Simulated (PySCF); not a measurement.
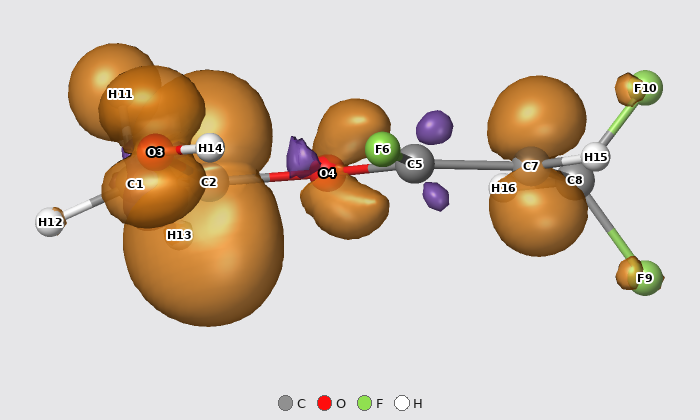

*C5H6F3O2 (SMILES C[C](O)O/C(F)=C\C(F)F) (doublet). Isosurfaces of the spin density (α minus β) at +0.02 (orange) and −0.02 e/Å³ (purple), seen from one side.*

Geometry: GFN2-xTB.

Computed with UKS B3LYP, pcH-1 on C F H O, non-relativistic, mean-field spin-orbit, GIAO (PySCF).

```yaml
atoms:
  - { symbol: C, position_ang: [2.4814, -0.5362, -0.8019] }
  - { symbol: C, position_ang: [1.6400, -0.0100, 0.3035] }
  - { symbol: O, position_ang: [2.1844, 0.0158, 1.5420] }
  - { symbol: O, position_ang: [0.3062, -0.0134, 0.0663] }
  - { symbol: C, position_ang: [-0.6923, 0.3210, 0.8589] }
  - { symbol: F, position_ang: [-0.3675, 0.5889, 2.1539] }
  - { symbol: C, position_ang: [-1.9868, 0.4034, 0.4879] }
  - { symbol: C, position_ang: [-2.4394, 0.1192, -0.8942] }
  - { symbol: F, position_ang: [-3.0721, 1.1947, -1.4434] }
  - { symbol: F, position_ang: [-3.3657, -0.8805, -0.9174] }
  - { symbol: H, position_ang: [2.5156, -1.6304, -0.8009] }
  - { symbol: H, position_ang: [3.4958, -0.1679, -0.6756] }
  - { symbol: H, position_ang: [2.0829, -0.2066, -1.7574] }
  - { symbol: H, position_ang: [1.5597, 0.3065, 2.2200] }
  - { symbol: H, position_ang: [-2.7291, 0.6729, 1.2170] }
  - { symbol: H, position_ang: [-1.6208, -0.1683, -1.5702] }
```

**Where is the unpaired spin?**

The unpaired spin (1 electron) lies mostly on C2 (about 0.6), O3 (about 0.1), C7 (about 0.1) and O4 (about 0.1), in electrons by Hirshfeld's partition.
